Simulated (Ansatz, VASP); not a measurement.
## YbP: VASP beside Ansatz

Wanted: the spread between two codes on one cell, functional and k mesh. The cell comes out of earlier VASP steps on this material, which relaxed, scaled or displaced it; both programs get it as it stands.

Calculated with Ansatz 0.2.0; plane waves, with VASP 6.6.1 beside it; relaxation of cell and atoms at r2SCAN, DFT+U.

## 1. The structure

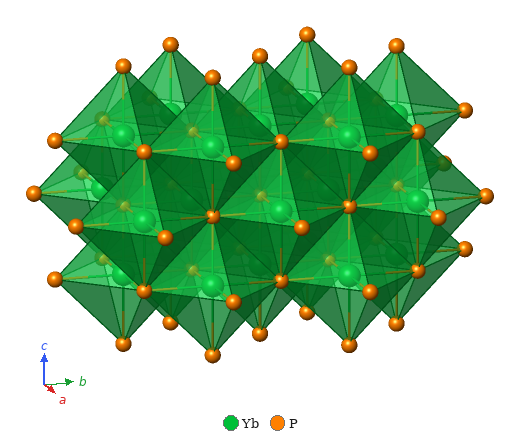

Start, viewed slightly off an axis; ytterbium green, phosphorus orange. 1×2×1 cells are drawn. This picture shows the conventional cell, with its axes. Some periodic images of atoms are drawn too.

## 2. VASP: relaxation of cell and atoms, r2SCAN, DFT+U

The relaxed volume is the usual yardstick between codes: its relative difference is about their pressure difference at one cell divided by the bulk modulus.

Lines of VASP's logs that name or quote its potential files are left out, and so is its time.

Input file INCAR:

```
SYSTEM = YbP
PREC = Accurate
ENCUT = 450
EDIFF = 1E-06
NELM = 150
ISMEAR = 0
SIGMA = 0.05
LREAL = .FALSE.
ALGO = Normal
METAGGA = R2SCAN
LASPH = .TRUE.
NBANDS = 21
ISPIN = 2
MAGMOM = 0 -0
LDAU = .TRUE.
LDAUTYPE = 2
LDAUL = 3 -1
LDAUU = 6 0
LDAUJ = 0 0
LDAUPRINT = 1
LMAXMIX = 6
AMIX = 0.2
BMIX = 1E-04
AMIX_MAG = 0.8
BMIX_MAG = 1E-04
LORBIT = 11
LWAVE = .FALSE.
LCHARG = .FALSE.
KPAR = 4
IBRION = 2
NSW = 60
ISIF = 3
EDIFFG = -0.01
```

Input file POSCAR:

```
YbP
1.0
    0.0000000000      2.8302649653      2.8302649653
    2.8302649653      0.0000000000      2.8302649653
    2.8302649653      2.8302649653      0.0000000000
Yb P
1 1
Direct
    0.5000000000      0.5000000000      0.5000000000
    0.0000000000      0.0000000000      0.0000000000
```

Input file KPOINTS:

```
Automatic mesh
0
Gamma
7 7 7
0 0 0
```

The projector-augmented-wave data sets are Yb and P (PBE family, release 64).

Started as:

```console
> mpirun -np 4 vasp_std
```

Numbers of over 12 decimals in the logs are rounded to 6 here.

Output:

```text
[banner, memory and clock lines left out]
running    4 mpi-ranks, on    1 nodes
 distrk:  each k-point on    1 cores,    4 groups
 distr:  one band on    1 cores,    1 groups

 POSCAR found type information on POSCAR YbP
 POSCAR found :  2 types and       2 ions
|                                                                             |
|               ----> ADVICE to this user running VASP <----                  |
|                                                                             |
|     You enforced a specific xc type in the INCAR file but a different       |
|     [... a line on the potential file left out ...]
|     I HOPE YOU KNOW WHAT YOU ARE DOING!                                     |
|                                                                             |

 LDA part: xc-table for (None), standard interpolation
 POSCAR, INCAR and KPOINTS ok, starting setup
 FFT: planning ... GRIDC
 FFT: planning ... GRID_SOFT
 FFT: planning ... GRID
 WAVECAR not read
 entering main loop
       N       E                     dE             d eps       ncg     rms          rms(c)
DAV:   1     0.120358300511E+03    0.12036E+03   -0.97167E+03  2332   0.812E+03
DAV:   2    -0.238772420108E+02   -0.14424E+03   -0.13841E+03  2188   0.808E+02
DAV:   3    -0.453110938690E+02   -0.21434E+02   -0.20926E+02  2387   0.133E+02
DAV:   4    -0.493836140686E+02   -0.40725E+01   -0.40423E+01  3249   0.451E+01
DAV:   5    -0.497882646348E+02   -0.40465E+00   -0.40414E+00  2673   0.151E+01    0.267E+01
DAV:   6    -0.460182078597E+02    0.37701E+01   -0.10746E+00  2564   0.167E+01    0.210E+01
DAV:   7    -0.462146461273E+02   -0.19644E+00   -0.13165E+00  2209   0.727E+01    0.128E+01
DAV:   8    -0.459854448655E+02    0.22920E+00   -0.54337E-01  2726   0.427E+01    0.755E+00
DAV:   9    -0.460364873407E+02   -0.51042E-01   -0.20974E-01  2757   0.129E+01    0.291E+00
DAV:  10    -0.460091511415E+02    0.27336E-01   -0.59599E-02  2994   0.442E+00    0.195E+00
DAV:  11    -0.460045596071E+02    0.45915E-02   -0.93126E-02  2643   0.158E+01    0.170E+00
DAV:  12    -0.460029584131E+02    0.16012E-02   -0.86016E-03  2952   0.182E+00    0.122E+00
DAV:  13    -0.460034219321E+02   -0.46352E-03   -0.53439E-04  2937   0.814E-01    0.129E+00
DAV:  14    -0.460033954927E+02    0.26439E-04   -0.98729E-05  3241   0.257E-01    0.108E+00
DAV:  15    -0.460020802640E+02    0.13152E-02   -0.40941E-03  2306   0.365E+00    0.118E-01
DAV:  16    -0.460021226083E+02   -0.42344E-04   -0.29520E-04  2790   0.171E-01    0.138E-01
DAV:  17    -0.460021273526E+02   -0.47443E-05   -0.26127E-05  3102   0.299E-02    0.130E-01
DAV:  18    -0.460021264995E+02    0.85308E-06   -0.28031E-07  1300   0.379E-02
   1 F= -.46002126E+02 E0= -.46001941E+02  d E =-.460021E+02  mag=     0.0000
[...]
2 F= -.45974677E+02 E0= -.45974390E+02  d E =0.274497E-01  mag=    -0.0001
[...]
3 F= -.45999016E+02 E0= -.45998802E+02  d E =0.311073E-02  mag=     0.0000
[...]
4 F= -.46000774E+02 E0= -.46000571E+02  d E =0.135213E-02  mag=     0.0000
[...]
5 F= -.46001714E+02 E0= -.46001517E+02  d E =0.412624E-03  mag=    -0.0000
[...]
6 F= -.46001962E+02 E0= -.46001767E+02  d E =0.164772E-03  mag=     0.0000
 curvature:  -0.28 expect dE=-0.451E-04 dE for cont linesearch -0.451E-04
 ZBRENT: bisectioning
 opt :   0.0433  next Energy=   -46.002049 (dE= 0.772E-04)
 bond charge predicted
       N       E                     dE             d eps       ncg     rms          rms(c)
DAV:   1    -0.460127132735E+02   -0.10751E-01   -0.40623E-02  2236   0.113E+01    0.126E+00
DAV:   2    -0.460129939144E+02   -0.28064E-03   -0.96321E-02  2060   0.246E+01    0.949E-01
DAV:   3    -0.460029857591E+02    0.10008E-01   -0.27335E-02  2110   0.132E+01    0.346E-01
DAV:   4    -0.460022718433E+02    0.71392E-03   -0.15032E-03  3018   0.166E+00    0.150E-01
DAV:   5    -0.460021393906E+02    0.13245E-03   -0.34365E-04  2904   0.151E-01    0.990E-02
DAV:   6    -0.460020585109E+02    0.80880E-04   -0.35977E-04  3208   0.418E-01    0.113E-01
DAV:   7    -0.460020767520E+02   -0.18241E-04   -0.27163E-05  2688   0.112E-01    0.789E-02
DAV:   8    -0.460021061459E+02   -0.29394E-04   -0.10666E-04  3083   0.612E-02    0.544E-02
DAV:   9    -0.460021096456E+02   -0.34997E-05   -0.50525E-06  2106   0.268E-02    0.235E-02
DAV:  10    -0.460021116143E+02   -0.19687E-05   -0.34160E-07  1336   0.167E-02    0.116E-02
DAV:  11    -0.460021110987E+02    0.51560E-06   -0.33385E-07  1105   0.111E-02
   7 F= -.46002111E+02 E0= -.46001919E+02  d E =0.154009E-04  mag=     0.0000
 curvature:  -0.54 expect dE=-0.797E-06 dE for cont linesearch -0.797E-06
 trial: gam=-0.00608 g(F)=  0.628E-59 g(S)=  0.147E-05 ort = 0.241E-03 (trialstep = 0.809E+00)
 search vector abs. value=  0.155E-09
 reached required accuracy - stopping structural energy minimisation
```

Parts of OUTCAR (step 2):

```text
ion  position               nearest neighbor table
   1  0.500  0.500  0.500-   2 2.83   2 2.83   2 2.83   2 2.83   2 2.83   2 2.83
   2  0.000  0.000  0.000-   1 2.83   1 2.83   1 2.83   1 2.83   1 2.83   1 2.83

  LATTYP: Found a face centered cubic cell.
 ALAT       =     5.6605299306

 Subroutine GETGRP returns: Found 48 space group operations
 (whereof 48 operations were pure point group operations)

The static configuration has the point symmetry O_h .

 Found     20 irreducible k-points:

   k-points           NKPTS =     20   k-points in BZ     NKDIM =     20   number of bands    NBANDS=     21

   dimension x,y,z NGX =    28 NGY =   28 NGZ =   28
   dimension x,y,z NGXF=    56 NGYF=   56 NGZF=   56

   ENCUT  =  450.0 eV  33.07 Ry    5.75 a.u.   6.92  6.92  6.92*2*pi/ulx,y,z

   NELECT =      29.0000    total number of electrons

 k-points in reciprocal lattice and weights: Automatic mesh
   0.00000000  0.00000000  0.00000000       0.003
   0.14285714  0.00000000  0.00000000       0.023
   0.28571429  0.00000000  0.00000000       0.023
   0.42857143  0.00000000  0.00000000       0.023
   0.14285714  0.14285714  0.00000000       0.017
   0.28571429  0.14285714  0.00000000       0.070
   0.42857143  0.14285714  0.00000000       0.070
  -0.42857143  0.14285714  0.00000000       0.070
  -0.28571429  0.14285714  0.00000000       0.070
[...]
-0.42857143  0.42857143  0.14285714       0.070
  -0.28571429  0.42857143  0.14285714       0.070

atom =   1  type =  1  l = 3

 onsite density matrix

spin component  1

  0.9665  0.0000 -0.0154 -0.0000 -0.0000 -0.0000 -0.0000
  0.0000  0.9919 -0.0000  0.0000  0.0000 -0.0000  0.0000
 -0.0154 -0.0000  0.9744 -0.0000  0.0000 -0.0000  0.0000
 -0.0000  0.0000 -0.0000  0.9546 -0.0000 -0.0000 -0.0000
 -0.0000  0.0000  0.0000 -0.0000  0.9744  0.0000  0.0154
 -0.0000 -0.0000 -0.0000 -0.0000  0.0000  0.9864 -0.0000
 -0.0000  0.0000  0.0000 -0.0000  0.0154 -0.0000  0.9665

spin component  2

 occupancies and eigenvectors

  o =  0.9546  v =  0.0000  0.0000  0.0000  0.0000  0.0000  0.0000  0.0000  0.0037 -0.0000  0.0029  0.9828 -0.1131  0.0000  0.1459      0.0000  0.0000  0.0000  0.0000  0.0000  0.0000  0.0000  0.0000  0.0000  0.0000  0.0000  0.0000  0.0000  0.0000
  o =  0.9546  v =  0.0000  0.0000  0.0000  0.0000  0.0000  0.0000  0.0000  0.7906 -0.0000  0.6124 -0.0050 -0.0006  0.0000  0.0008      0.0000  0.0000  0.0000  0.0000  0.0000  0.0000  0.0000  0.0000  0.0000  0.0000  0.0000  0.0000  0.0000  0.0000
  o =  0.9546  v =  0.0000  0.0000  0.0000  0.0000  0.0000  0.0000  0.0000  0.0015 -0.0000  0.0012  0.1846  0.6018  0.0000 -0.7770      0.0000  0.0000  0.0000  0.0000  0.0000  0.0000  0.0000  0.0000  0.0000  0.0000  0.0000  0.0000  0.0000  0.0000
  o =  0.9546  v =  0.0000  0.0000 -0.0000  0.9929 -0.0727  0.0000  0.0939  0.0000  0.0000  0.0000  0.0000  0.0000  0.0000  0.0000      0.0000  0.0000  0.0000  0.0000  0.0000  0.0000  0.0000  0.0000  0.0000  0.0000  0.0000  0.0000  0.0000  0.0000
  o =  0.9546  v = -0.7906  0.0000 -0.6124 -0.0000 -0.0000 -0.0000 -0.0000  0.0000  0.0000  0.0000  0.0000  0.0000  0.0000  0.0000      0.0000  0.0000  0.0000  0.0000  0.0000  0.0000  0.0000  0.0000  0.0000  0.0000  0.0000  0.0000  0.0000  0.0000
  o =  0.9546  v =  0.0000 -0.0000  0.0000  0.1187  0.6080  0.0000 -0.7850  0.0000  0.0000  0.0000  0.0000  0.0000  0.0000  0.0000      0.0000  0.0000  0.0000  0.0000  0.0000  0.0000  0.0000  0.0000  0.0000  0.0000  0.0000  0.0000  0.0000  0.0000
  o =  0.9864  v =  0.0000  0.0000  0.0000  0.0000  0.0000  0.0000  0.0000 -0.6113 -0.0000  0.7892  0.0000 -0.0462  0.0059 -0.0358      0.0000  0.0000  0.0000  0.0000  0.0000  0.0000  0.0000  0.0000  0.0000  0.0000  0.0000  0.0000  0.0000  0.0000
  o =  0.9864  v =  0.0000  0.0000  0.0000  0.0000  0.0000  0.0000  0.0000  0.0360  0.0000 -0.0464  0.0000 -0.7852  0.1009 -0.6082      0.0000  0.0000  0.0000  0.0000  0.0000  0.0000  0.0000  0.0000  0.0000  0.0000  0.0000  0.0000  0.0000  0.0000
  o =  0.9864  v =  0.0000  0.0000  0.0000  0.0000  0.0000  0.0000  0.0000  0.0000  0.0000  0.0000  0.0000 -0.0799 -0.9949 -0.0619      0.0000  0.0000  0.0000  0.0000  0.0000  0.0000  0.0000  0.0000  0.0000  0.0000  0.0000  0.0000  0.0000  0.0000
  o =  0.9864  v = -0.6124  0.0000  0.7906  0.0000  0.0000  0.0000  0.0000  0.0000  0.0000  0.0000  0.0000  0.0000  0.0000  0.0000      0.0000  0.0000  0.0000  0.0000  0.0000  0.0000  0.0000  0.0000  0.0000  0.0000  0.0000  0.0000  0.0000  0.0000
  o =  0.9864  v =  0.0000 -0.0000  0.0000  0.0000  0.1690 -0.9769  0.1309  0.0000  0.0000  0.0000  0.0000  0.0000  0.0000  0.0000      0.0000  0.0000  0.0000  0.0000  0.0000  0.0000  0.0000  0.0000  0.0000  0.0000  0.0000  0.0000  0.0000  0.0000
  o =  0.9864  v =  0.0000 -0.0000 -0.0000  0.0000  0.7723  0.2138  0.5982  0.0000  0.0000  0.0000  0.0000  0.0000  0.0000  0.0000      0.0000  0.0000  0.0000  0.0000  0.0000  0.0000  0.0000  0.0000  0.0000  0.0000  0.0000  0.0000  0.0000  0.0000
  o =  0.9919  v =  0.0000  1.0000  0.0000 -0.0000  0.0000 -0.0000  0.0000  0.0000  0.0000  0.0000  0.0000  0.0000  0.0000  0.0000      0.0000  0.0000  0.0000  0.0000  0.0000  0.0000  0.0000  0.0000  0.0000  0.0000  0.0000  0.0000  0.0000  0.0000
  o =  0.9919  v =  0.0000  0.0000  0.0000  0.0000  0.0000  0.0000  0.0000  0.0000 -1.0000 -0.0000 -0.0000 -0.0000 -0.0000  0.0000      0.0000  0.0000  0.0000  0.0000  0.0000  0.0000  0.0000  0.0000  0.0000  0.0000  0.0000  0.0000  0.0000  0.0000

 average (electrostatic) potential at core
       1 -38.4349       2 -87.2805

 E-fermi :   2.4893

 spin component 1
 k-point     1 :       0.0000    0.0000    0.0000
  band No.  band energies     occupation
    ...
      8       1.4604      1.00000
      9       1.5902      1.00000
     10       1.6409      1.00000
     11       1.6409      1.00000
     12       1.6409      1.00000
     13       3.9116      0.00000
     14       3.9116      0.00000
     15       3.9116      0.00000
     16       6.2432      0.00000
     17       6.2432      0.00000
    ...

 k-point     2 :       0.1429    0.0000    0.0000
  band No.  band energies     occupation
    ...
      8       1.4621      1.00000
      9       1.5964      1.00000
     10       1.6266      1.00000
     11       1.6266      1.00000
     12       1.6414      1.00000
     13       2.8047      0.00000
     14       3.2702      0.00000
     15       3.2703      0.00000
     16       6.5196      0.00000
     17       6.6873      0.00000
    ...

 k-point     3 :       0.2857    0.0000    0.0000
  band No.  band energies     occupation
    ...
     11       1.6125      1.00000
     12       1.6426      1.00000
     13       1.9644      1.00000
     14       2.3897      0.99758
     15       2.3897      0.99758
     16       6.9049      0.00000
     17       7.7655      0.00000
     18       7.7656      0.00000
     19      10.2374      0.00000
     20      10.2375      0.00000
    ...

 k-point     4 :       0.4286    0.0000    0.0000
  band No.  band energies     occupation
    ...
     11       1.6271      1.00000
     12       1.6436      1.00000
     13       1.8171      1.00000
     14       1.8734      1.00000
     15       1.8734      1.00000
     16       7.7071      0.00000
     17       9.3011      0.00000
     18       9.3012      0.00000
     19      10.0643      0.00000
     20      11.5917      0.00000
    ...

 k-point     5 :       0.1429    0.1429    0.0000
  band No.  band energies     occupation
    ...
      9       1.5986      1.00000
     10       1.6296      1.00000
     11       1.6334      1.00000
     12       1.6334      1.00000
     13       2.4465      0.88739
     14       3.4138      0.00000
     15       3.4138      0.00000
     16       5.6295      0.00000
     17       7.3941      0.00000
     18       7.4740      0.00000
    ...

 k-point     6 :       0.2857    0.1429    0.0000
  band No.  band energies     occupation
    ...
      9       1.6075      1.00000
     10       1.6118      1.00000
     11       1.6316      1.00000
     12       1.6467      1.00000
     13       1.9729      1.00000
     14       2.5743      0.00811
     15       2.8228      0.00000
     16       5.8054      0.00000
     17       8.0026      0.00000
     18       8.1844      0.00000
    ...

  Total       -0.0045083     -0.0045083     -0.0045083      0.0000000      0.0000000      0.0000000
  in kB       -0.1596676     -0.1596676     -0.1596676      0.0000000      0.0000000      0.0000000
  external PRESSURE =      -0.1596676 kB  Pullay stress =       0.0000000 kB

  energy-cutoff  :      450.00
  volume of cell :       45.24
      direct lattice vectors                 reciprocal lattice vectors
     0.000000000  2.828084958  2.828084958    -0.176798083  0.176798083  0.176798083
     2.828084958  0.000000000  2.828084958     0.176798083 -0.176798083  0.176798083
     2.828084958  2.828084958 -0.000000000     0.176798083  0.176798083 -0.176798083

 POSITION                                       TOTAL-FORCE (eV/Angst)
 -----------------------------------------------------------------------------------
      2.82808      2.82808      2.82808         0.000000     -0.000000     -0.000000
      0.00000      0.00000      0.00000        -0.000000      0.000000      0.000000
 -----------------------------------------------------------------------------------
    total drift:                                0.000000      0.000000      0.000000

  FREE ENERGIE OF THE ION-ELECTRON SYSTEM (eV)
  ---------------------------------------------------
  free  energy   TOTEN  =       -46.0021110987 eV

  energy  without entropy=      -46.0017260248  energy(sigma->0) =      -46.00191856

 reached required accuracy - stopping structural energy minimisation

 total charge
# of ion       s       p       d       f       tot
--------------------------------------------------
    1        2.120   6.017   0.358  13.620  22.114
    2        1.040   1.519   0.000   0.000   2.559
--------------------------------------------------
tot          3.160   7.536   0.358  13.620  24.673

 magnetization (x)
# of ion       s       p       d       f       tot
--------------------------------------------------
    1       -0.000   0.000   0.000   0.000   0.000
    2       -0.000  -0.000   0.000   0.000  -0.000
--------------------------------------------------
tot         -0.000  -0.000   0.000   0.000  -0.000

[... 2 further parts left out ...]
```

CONTCAR:

```
YbP
   1.00000000000000
     0.0000000000000000    2.8280849579682465    2.8280849579682465
     2.8280849579682465    0.0000000000000000    2.8280849579682465
     2.8280849579682465    2.8280849579682465   -0.0000000000000000
  Yb              P
     1     1
Direct
     0.5000000000000000    0.5000000000000000    0.5000000000000000
     0.0000000000000000    0.0000000000000000    0.0000000000000000
```

(Continued in part 2 of 2.)

[Lines on the potential files, build, host, timing and source positions are cut from VASP's logs without a mark.]

[Logs are printed without paths, hosts, clocks, repeated set-up lines and the standing remarks that a program may print on its own settings, such as how far it seeks lower states.]

[Hosts, paths, dates, database ids (printed as entryN), source tags and the programs' standing remarks are cut or masked in the printed files.]
